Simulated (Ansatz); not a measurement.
# CH6GaN: molecular dynamics

Aim: follow the molecule's vibrations and see whether its bonds hold. The start is relaxed first. Runs: 300 steps of 0.5 fs at constant energy, with velocities drawn for 500 K.

Program: Ansatz 0.2.0. Level of theory: RKS PBE/def2-SVP. These are calculated values, not measurements.

## (1) The starting structure

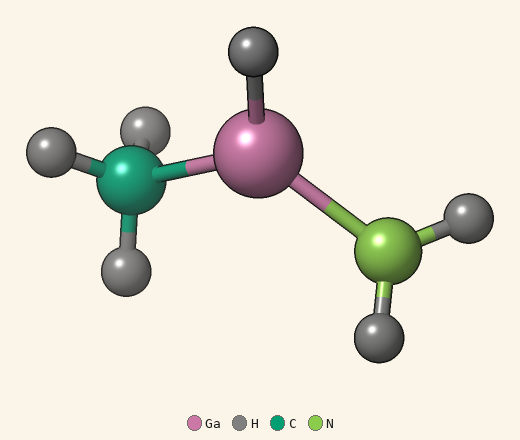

The starting structure, seen from a chosen angle (gallium pink, hydrogen grey, carbon teal, nitrogen green).

Coordinates:

```xyz
9

Ga    0.0000    0.0000    0.0000
H     0.0000    0.0000    1.5700
C     1.7147    0.0000   -0.9900
H     2.0443   -1.0462   -1.1602
H     1.5782    0.5080   -1.9674
H     2.4842    0.5381   -0.3982
N    -1.6714    0.0000   -0.9650
H    -2.3403   -0.8164   -0.8664
H    -1.9204    0.8164   -1.5936
```

## (2) Relaxing the start

Input file input.yaml:

```yaml
crystal:
  periodic: [false, false, false]
  atoms:
    - { symbol: Ga, position_ang: [0.0, 0.0, 0.0] }
    - { symbol: H, position_ang: [0.0, 0.0, 1.57] }
    - { symbol: C, position_ang: [1.7147, 0.0, -0.99] }
    - { symbol: H, position_ang: [2.0443, -1.0462, -1.1602] }
    - { symbol: H, position_ang: [1.5782, 0.508, -1.9674] }
    - { symbol: H, position_ang: [2.4842, 0.5381, -0.3982] }
    - { symbol: "N", position_ang: [-1.6714, 0.0, -0.965] }
    - { symbol: H, position_ang: [-2.3403, -0.8164, -0.8664] }
    - { symbol: H, position_ang: [-1.9204, 0.8164, -1.5936] }
basis:
  gaussian: { orbitals: def2-SVP }
hamiltonian:
  xc: pbe
relax:
  f_tol: 0.02
  max_steps: 40
```

Launch:

```sh
ansatz run input.yaml --threads 2 --pin off --max-ram 3072MiB --backend cpu --events-out ev --progress --plain --runs-dir out
```

The log of the run (excerpt; [...] marks lines left out):

```text
Warning: RAYON_NUM_THREADS=2 ignored (pool sized by the plan → 2); use --threads N
[...]
Functional definition: PBE
[...]
1033 factors; their error is unknown
[...]
mean field -54982.48361671 eV, -2020.5690044481 hartree, gradient 4.5e-5 eV, S^2 0.000000; 0 other end points of the search recorded, 0 dependent functions left out
[...]
reference -54982.48365615 eV, -2020.5690058974 hartree; 25, 25 occupied and 65, 65 virtual orbitals, 1033 factors
relax step   1: F+E_penalty+E_count = -54982.48361671 eV  Δ(F+E_penalty+E_count) = +0.000e0 eV  max|allowed force component| = 1.627e0 eV/Å  Δτ_max = 0.0000 Å  (26 SCF iters, accepted)
[...]
relax step   3: F+E_penalty+E_count = -54982.95291962 eV  Δ(F+E_penalty+E_count) = -1.956e-1 eV  max|allowed force component| = 7.435e-1 eV/Å  Δτ_max = 0.2000 Å  (26 SCF iters, accepted)
[...]
relax step   5: F+E_penalty+E_count = -54983.12495705 eV  Δ(F+E_penalty+E_count) = -5.106e-2 eV  max|allowed force component| = 1.497e-1 eV/Å  Δτ_max = 0.2000 Å  (26 SCF iters, accepted)
[...]
relax step   7: F+E_penalty+E_count = -54983.13429090 eV  Δ(F+E_penalty+E_count) = -4.451e-3 eV  max|allowed force component| = 6.821e-2 eV/Å  Δτ_max = 0.0545 Å  (27 SCF iters, accepted)
[...]
relax step   9: F+E_penalty+E_count = -54983.13521247 eV  Δ(F+E_penalty+E_count) = -4.573e-4 eV  max|allowed force component| = 7.406e-3 eV/Å  Δτ_max = 0.0271 Å  (28 SCF iters, accepted)
[...]
relax step  10: F+E_penalty+E_count = -54983.13537267 eV  Δ(F+E_penalty+E_count) = -1.602e-4 eV  max|allowed force component| = 6.016e-2 eV/Å  Δτ_max = 0.0535 Å  (27 SCF iters, accepted)
[...]
relax step  11: F+E_penalty+E_count = -54983.13554381 eV  Δ(F+E_penalty+E_count) = -1.711e-4 eV  max|allowed force component| = 1.974e-2 eV/Å  Δτ_max = 0.0041 Å  (21 SCF iters, accepted)
1033 factors; their error is unknown
[...]
mean field -54983.13554381 eV, -2020.5929623272 hartree, gradient 2.6e-5 eV, S^2 0.000000; 1 other end points of the search recorded, 0 dependent functions left out
[...]
reference -54983.13558237 eV, -2020.5929637442 hartree; 25, 25 occupied and 65, 65 virtual orbitals, 1033 factors
Total energy: -54983.13558237 eV, -2020.5929637442 hartree
Atom 0 at     0.000026    -0.169741    -0.006989 Å, force    -0.006390    -0.000254     0.005850 eV/Å
Atom 1 at    -0.147917    -0.549513     1.517137 Å, force    -0.000228     0.001053    -0.003436 eV/Å
Atom 2 at     1.685050     0.067487    -1.010268 Å, force     0.014941    -0.001254    -0.005192 eV/Å
Atom 3 at     2.252728    -0.886140    -1.030741 Å, force    -0.004915     0.017866    -0.001797 eV/Å
Atom 4 at     1.504948     0.390954    -2.054818 Å, force     0.002825    -0.006863     0.014144 eV/Å
Atom 5 at     2.329275     0.821697    -0.512873 Å, force    -0.011344    -0.012480    -0.008262 eV/Å
Atom 6 at    -1.579436     0.059563    -0.902858 Å, force    -0.000901     0.006606    -0.019736 eV/Å
Atom 7 at    -2.502740    -0.041123    -0.477356 Å, force     0.005549    -0.002763     0.004118 eV/Å
Atom 8 at    -1.652634     0.306718    -1.892034 Å, force     0.000464    -0.001910     0.014310 eV/Å
Dipole moment:    -0.110843     0.051499    -0.207249 e Å
```

Wall time 16 s (2 threads of Intel Xeon Platinum 8259CL at 2.50GHz (Skylake/Cascade Lake), shared host); peak memory 0.15 GiB.

Relaxation path:

```csv
step,energy from step 1 (eV),largest force component (eV/Å)
1,0.0000,1.6266
2,-0.2737,1.1343
3,-0.4693,0.7435
4,-0.5903,0.3504
5,-0.6413,0.1497
6,-0.6462,0.1827
7,-0.6507,0.0682
8,-0.6511,0.0876
9,-0.6516,0.0074
10,-0.6518,0.0602
11,-0.6519,0.0197
```

Step 1 is the start.

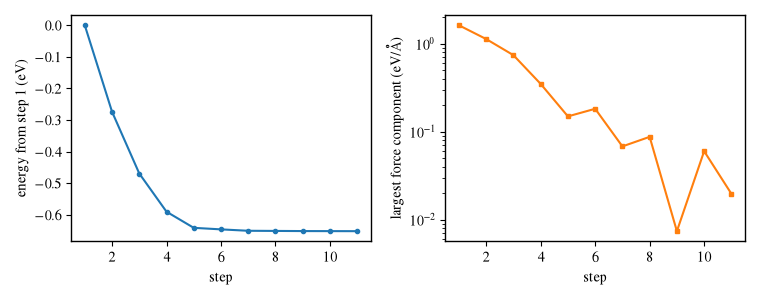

How energy and force went from step to step.

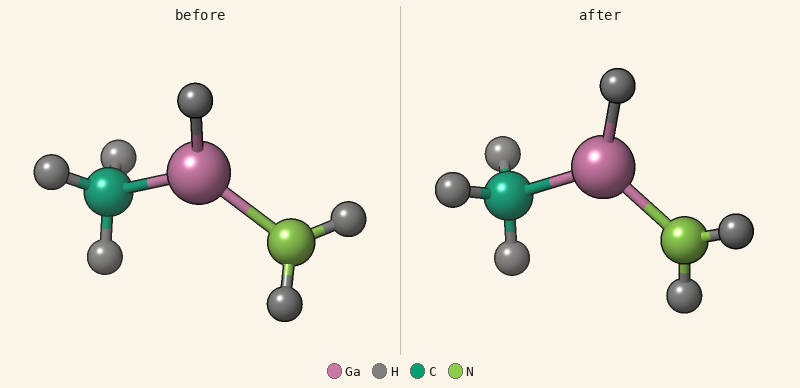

The structure before (left) and after (right), drawn at the same scale.

After: Bond lengths: Ga1–H2 1.578 Å, Ga1–C3 1.975 Å, C3–H4 1.110 Å, C3–H5 1.108 Å, C3–H6 1.110 Å, Ga1–N7 1.830 Å, N7–H8 1.022 Å, N7–H9 1.022 Å. Angles: H2–Ga1–C3 126.8°, H2–Ga1–N7 115.0°, C3–Ga1–N7 118.2°, Ga1–C3–H4 110.0°, Ga1–C3–H5 112.0°, Ga1–C3–H6 110.4°, H4–C3–H5 108.5°, H4–C3–H6 107.2°, H5–C3–H6 108.6°, Ga1–N7–H8 124.3°, Ga1–N7–H9 124.5°, H8–N7–H9 111.2°.

## (3) The run

300 steps of 0.5 fs at constant energy, with velocities drawn for 500 K, from the relaxed start.

Input file input.yaml:

```yaml
crystal:
  periodic: [false, false, false]
  atoms:
    - { symbol: Ga, position_ang: [2.6e-05, -0.169741, -0.006989] }
    - { symbol: H, position_ang: [-0.147917, -0.549513, 1.517137] }
    - { symbol: C, position_ang: [1.68505, 0.067487, -1.010268] }
    - { symbol: H, position_ang: [2.252728, -0.88614, -1.030741] }
    - { symbol: H, position_ang: [1.504948, 0.390954, -2.054818] }
    - { symbol: H, position_ang: [2.329275, 0.821697, -0.512873] }
    - { symbol: "N", position_ang: [-1.579436, 0.059563, -0.902858] }
    - { symbol: H, position_ang: [-2.50274, -0.041123, -0.477356] }
    - { symbol: H, position_ang: [-1.652634, 0.306718, -1.892034] }
basis:
  gaussian: { orbitals: def2-SVP }
hamiltonian:
  xc: pbe
md:
  timestep: 0.5
  n_steps: 300
  ensemble: nve
  temperature: 500.0
  initial_velocities: maxwell_boltzmann
  seed: 538387
```

Launch:

```sh
ansatz run input.yaml --threads 2 --pin off --max-ram 3072MiB --backend cpu --events-out ev --progress --plain --runs-dir out
```

The log of the run (excerpt; [...] marks lines left out):

```text
Warning: RAYON_NUM_THREADS=2 ignored (pool sized by the plan → 2); use --threads N
[...]
[... 1 set-up line as earlier in the session ...]
[...]
1033 factors; their error is unknown
[...]
mean field -54983.13554421 eV, -2020.5929623420 hartree, gradient 2.1e-5 eV, S^2 0.000000; 0 other end points of the search recorded, 0 dependent functions left out
[...]
reference -54983.13558253 eV, -2020.5929637503 hartree; 25, 25 occupied and 65, 65 virtual orbitals, 1033 factors
md step     0: t =     0.00 fs  T =   500.0 K  F+E_penalty+E_count = -54983.13554421 eV  E_kin = 0.452410 eV  conserved = -54982.68313422 eV  (26 SCF iters)
[...]
md step    20: t =    10.00 fs  T =   225.6 K  F+E_penalty+E_count = -54982.88646352 eV  E_kin = 0.204084 eV  conserved = -54982.68237921 eV  (30 SCF iters)
[...]
md step    40: t =    20.00 fs  T =   239.5 K  F+E_penalty+E_count = -54982.89833036 eV  E_kin = 0.216714 eV  conserved = -54982.68161604 eV  (28 SCF iters)
[...]
md step    60: t =    30.00 fs  T =   183.5 K  F+E_penalty+E_count = -54982.84714821 eV  E_kin = 0.165995 eV  conserved = -54982.68115321 eV  (28 SCF iters)
[...]
md step    79: t =    39.50 fs  T =   192.7 K  F+E_penalty+E_count = -54982.85606483 eV  E_kin = 0.174322 eV  conserved = -54982.68174284 eV  (29 SCF iters)
md step    80: t =    40.00 fs  T =   169.5 K  F+E_penalty+E_count = -54982.83473791 eV  E_kin = 0.153327 eV  conserved = -54982.68141050 eV  (30 SCF iters)
```

## (4) The output, continued: dynamics from the start

Output, continued (excerpt; [...] marks lines left out):

```text
md step    81: t =    40.50 fs  T =   154.2 K  F+E_penalty+E_count = -54982.82069308 eV  E_kin = 0.139482 eV  conserved = -54982.68121116 eV  (29 SCF iters)
[...]
md step   107: t =    53.50 fs  T =   227.2 K  F+E_penalty+E_count = -54982.88754299 eV  E_kin = 0.205579 eV  conserved = -54982.68196363 eV  (29 SCF iters)
[...]
md step   133: t =    66.50 fs  T =   245.7 K  F+E_penalty+E_count = -54982.90450128 eV  E_kin = 0.222355 eV  conserved = -54982.68214601 eV  (28 SCF iters)
[...]
md step   159: t =    79.50 fs  T =   128.3 K  F+E_penalty+E_count = -54982.79747100 eV  E_kin = 0.116058 eV  conserved = -54982.68141254 eV  (28 SCF iters)
[...]
md step   183: t =    91.50 fs  T =   261.8 K  F+E_penalty+E_count = -54982.91864412 eV  E_kin = 0.236850 eV  conserved = -54982.68179370 eV  (29 SCF iters)
md step   184: t =    92.00 fs  T =   273.6 K  F+E_penalty+E_count = -54982.92936466 eV  E_kin = 0.247589 eV  conserved = -54982.68177547 eV  (28 SCF iters)
```

## (5) The output, continued: dynamics from the start

The log, continued (excerpt; [...] marks lines left out):

```text
md step   185: t =    92.50 fs  T =   289.0 K  F+E_penalty+E_count = -54982.94326609 eV  E_kin = 0.261510 eV  conserved = -54982.68175593 eV  (28 SCF iters)
[...]
md step   206: t =   103.00 fs  T =   197.0 K  F+E_penalty+E_count = -54982.85988159 eV  E_kin = 0.178225 eV  conserved = -54982.68165634 eV  (29 SCF iters)
[...]
md step   227: t =   113.50 fs  T =   226.5 K  F+E_penalty+E_count = -54982.88726503 eV  E_kin = 0.204929 eV  conserved = -54982.68233601 eV  (28 SCF iters)
[...]
md step   248: t =   124.00 fs  T =   354.0 K  F+E_penalty+E_count = -54983.00292252 eV  E_kin = 0.320290 eV  conserved = -54982.68263229 eV  (29 SCF iters)
[...]
md step   299: t =   149.50 fs  T =   275.5 K  F+E_penalty+E_count = -54982.93076432 eV  E_kin = 0.249251 eV  conserved = -54982.68151299 eV  (27 SCF iters)
[...]
Total energy: -54982.93437565 eV, -2020.5855695335 hartree
Atom 0 at     0.000810    -0.125336    -0.009241 Å, force     0.077570     0.116902     0.243232 eV/Å
Atom 1 at    -0.175305    -0.302641     1.589622 Å, force    -0.015465     0.104077    -0.502315 eV/Å
Atom 2 at     1.691727     0.020845    -0.994525 Å, force    -0.664889     0.616920    -0.717232 eV/Å
Atom 3 at     1.519167    -0.251635    -2.063671 Å, force     0.295069    -0.124774     0.319085 eV/Å
Atom 4 at     2.179121     1.006680    -0.981380 Å, force    -0.354449     0.643301    -0.044391 eV/Å
Atom 5 at     2.452859    -0.553730    -0.511369 Å, force     0.865079    -1.331510     0.336267 eV/Å
Atom 6 at    -1.584495    -0.100878    -0.927079 Å, force     0.490318    -0.020545     0.885117 eV/Å
Atom 7 at    -2.367608    -0.043250    -0.293682 Å, force    -0.755713    -0.073949     0.176299 eV/Å
Atom 8 at    -1.888083    -0.099088    -1.885434 Å, force     0.062480     0.069580    -0.696062 eV/Å
Dipole moment:    -0.113447     0.030976    -0.185558 e Å
```

Wall time 6.4 min (2 threads of Intel Xeon Platinum 8259CL at 2.50GHz (Skylake/Cascade Lake), shared host); peak memory 0.14 GiB.

## (6) The trajectory

One step in 16; energies are changes from step 0:

```csv
time (fs),T (K),potential energy change (meV/atom),total energy change (meV/atom)
0.0,500,0.0,0.00
8.0,170,33.4,0.22
16.0,203,30.0,0.08
24.0,395,10.7,0.13
32.0,213,29.0,0.13
40.0,169,33.4,0.19
48.0,354,14.8,0.08
56.0,183,32.1,0.15
64.0,201,30.2,0.19
72.0,386,11.5,0.07
80.0,127,37.7,0.19
88.0,231,27.2,0.14
96.0,390,11.2,0.08
104.0,189,31.5,0.16
112.0,214,28.9,0.12
120.0,317,18.5,0.14
128.0,248,25.4,0.12
136.0,226,27.7,0.11
144.0,256,24.8,0.17
150.0,279,22.4,0.14
```

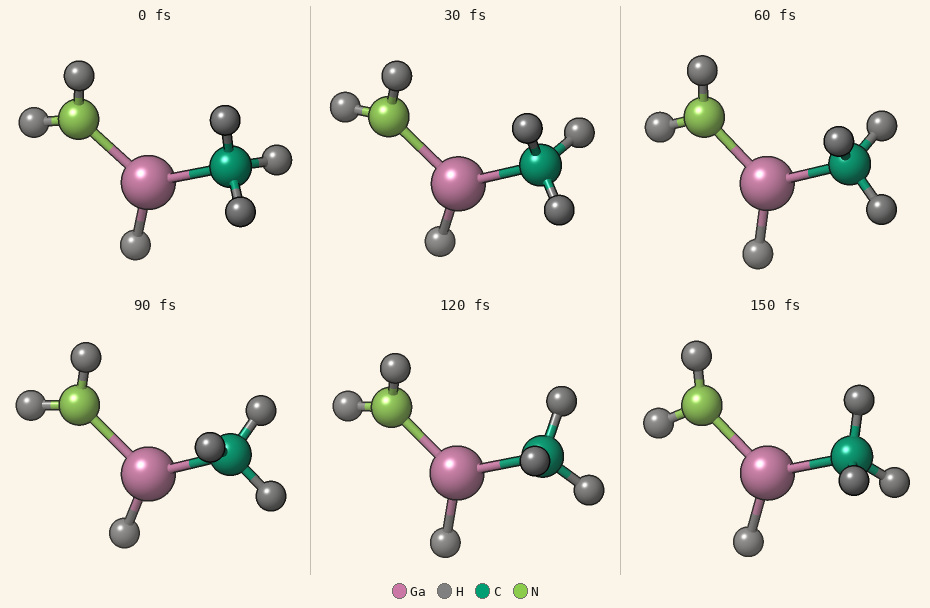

Six frames of the run, seen from a chosen angle. Sticks join atoms within a bonding distance in each frame.

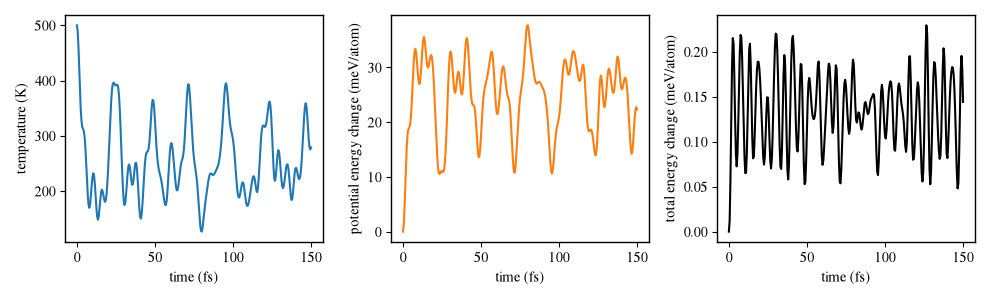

Time series of the run, each on its own scale.

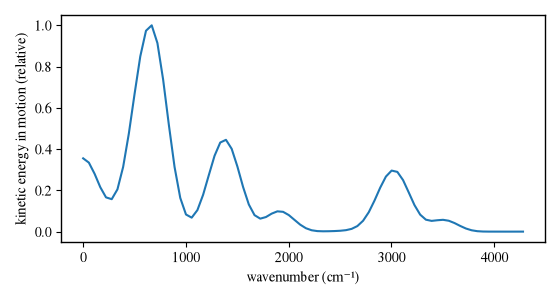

Power spectrum of the mass-weighted velocities; a run of 150 fs resolves no finer than about 440 cm⁻¹.

Maxima of the velocity power spectrum (cm⁻¹, relative height; resolution about 440 cm⁻¹): 670 (100), 1390 (45), 1890 (10), 3000 (30).

## (7) Frames from the trajectory

Extended XYZ, with forces in eV/Å:

```xyz
9
time_fs=19.0 T=194 dE=0.2785
Ga    0.003   -0.159    0.002    0.253   -0.091    0.074
H    -0.187   -0.697    1.439   -0.100   -0.027    0.430
C     1.621    0.076   -1.013    0.499   -1.541   -0.946
H     2.050   -1.003   -1.119   -0.791    1.160   -0.442
H     1.334    0.549   -2.011    0.778   -0.466    0.830
H     2.468    0.512   -0.484    0.267    0.931    0.102
N    -1.522    0.044   -0.939   -0.721   -0.090    0.242
H    -2.366   -0.164   -0.404   -0.289    0.037   -0.260
H    -1.725    0.227   -1.921    0.103    0.087   -0.031
9
time_fs=37.5 T=251 dE=0.2261
Ga    0.006   -0.157    0.022   -0.809   -0.180   -1.088
H    -0.241   -0.528    1.492    0.088   -0.118    0.619
C     1.690    0.049   -1.074   -0.374    0.331    0.835
H     2.081   -0.884   -1.490   -0.148   -0.578   -0.218
H     1.474    0.742   -1.893    0.021    0.268   -0.421
H     2.527    0.458   -0.475   -0.109    0.177    0.109
N    -1.617    0.018   -0.949    1.813    0.113    0.259
H    -2.605   -0.176   -0.832   -0.212   -0.061    0.385
H    -1.423    0.340   -1.893   -0.271    0.046   -0.480
9
time_fs=56.0 T=183 dE=0.2885
Ga   -0.017   -0.162    0.021    1.608    0.679   -1.293
H     0.038   -0.302    1.533   -0.274   -0.240    0.783
C     1.676    0.066   -1.079    0.050    0.931    1.375
H     1.806   -0.855   -1.639    0.637   -0.776   -0.121
H     1.681    0.862   -1.834   -0.512    0.379   -0.281
H     2.530    0.373   -0.392   -0.436   -0.858   -0.551
N    -1.507    0.012   -0.966   -0.347   -0.211    0.750
H    -2.377   -0.111   -0.466   -0.734    0.020   -0.104
H    -1.625    0.243   -1.938    0.007    0.075   -0.557
9
time_fs=75.0 T=260 dE=0.2188
Ga    0.013   -0.152    0.006   -1.170    0.004    0.218
H    -0.311   -0.413    1.486    0.090   -0.027    0.632
C     1.625    0.043   -1.007    0.512    0.279   -1.584
H     1.649   -0.820   -1.776    0.465    0.951    0.989
H     1.495    0.995   -1.617    0.105   -0.680    0.334
H     2.552    0.197   -0.398   -0.248   -0.516   -0.369
N    -1.563   -0.005   -0.940    0.909   -0.072    0.041
H    -2.503    0.077   -0.585   -0.472   -0.092    0.261
H    -1.540   -0.022   -1.951   -0.191    0.154   -0.523
9
time_fs=94.0 T=354 dE=0.1328
Ga    0.006   -0.146    0.015   -0.697   -0.037   -1.105
H    -0.223   -0.364    1.539    0.029   -0.010    0.256
C     1.684    0.043   -1.045   -1.005   -0.340   -0.916
H     1.842   -0.703   -1.865   -0.556    0.219    0.092
H     1.689    1.054   -1.501    0.200   -0.007    0.063
H     2.542   -0.126   -0.434    1.203    0.227    1.053
N    -1.599   -0.025   -0.961    1.087   -0.092    0.831
H    -2.516   -0.073   -0.535   -0.352   -0.031    0.258
H    -1.685    0.093   -1.961    0.091    0.071   -0.532
9
time_fs=112.5 T=222 dE=0.2523
Ga   -0.024   -0.139    0.002    2.506    0.360    0.160
H     0.053   -0.288    1.562   -0.279   -0.164    0.098
C     1.739    0.054   -1.045   -0.338   -0.844    1.290
H     1.688   -0.640   -1.876   -0.247   -0.399   -0.959
H     1.946    1.056   -1.439    0.193    0.318    0.062
H     2.590   -0.385   -0.446   -0.385    0.748   -0.081
N    -1.534   -0.064   -0.912   -0.969   -0.070   -0.201
H    -2.431   -0.232   -0.486   -0.642   -0.071    0.381
H    -1.675    0.262   -1.853    0.161    0.121   -0.750
9
time_fs=131.0 T=222 dE=0.2533
Ga    0.019   -0.120   -0.008   -1.952   -0.654    0.386
H    -0.270   -0.522    1.504    0.233    0.200   -0.038
C     1.665   -0.005   -0.998    1.512    0.565    0.281
H     1.572   -0.440   -2.032    0.342    0.131    0.637
H     1.903    1.096   -1.079   -0.117   -0.505   -0.239
H     2.544   -0.406   -0.355   -1.113    0.109   -1.095
N    -1.637   -0.098   -0.909    1.481    0.104   -0.003
H    -2.598   -0.147   -0.608   -0.441   -0.062    0.666
H    -1.646    0.104   -1.901    0.055    0.112   -0.596
9
time_fs=150.0 T=279 dE=0.2012
Ga    0.001   -0.125   -0.009    0.078    0.117    0.243
H    -0.175   -0.303    1.590   -0.015    0.104   -0.502
C     1.692    0.021   -0.995   -0.665    0.617   -0.717
H     1.519   -0.252   -2.064    0.295   -0.125    0.319
H     2.179    1.007   -0.981   -0.354    0.643   -0.044
H     2.453   -0.554   -0.511    0.865   -1.331    0.336
N    -1.585   -0.101   -0.927    0.490   -0.021    0.885
H    -2.368   -0.043   -0.294   -0.756   -0.074    0.176
H    -1.888   -0.099   -1.885    0.062    0.070   -0.696
```

## (8) Summary of results

| quantity | value |
| --- | --- |
| relaxation of the start | 10 moves, 0.652 eV lower |
| length | 300 steps of 0.5 fs |
| temperature, first and last step | 500 and 279 K |
| temperature, second half | mean 249 K, from 127 to 395 K |
| potential energy, second half | +25 meV/atom from the start |
| largest change of the total energy | 0.23 meV/atom |
| bonds formed or broken | 0 |

The temperature starts at 500 K and averages 249 K in the second half, where it ranges from 127 to 395 K; a mean near half the start is what vibrations about a minimum give, since they share energy equally between motion and strain. The total energy strays from its start by at most 0.23 meV/atom, 0.9 % of the mean kinetic energy, which is good for a step of 0.5 fs. The bonds all hold. A run of 150 fs with 9 atoms shows the motion but fixes no equilibrium value. The nuclei move classically, without zero-point motion, which matters most for hydrogen.
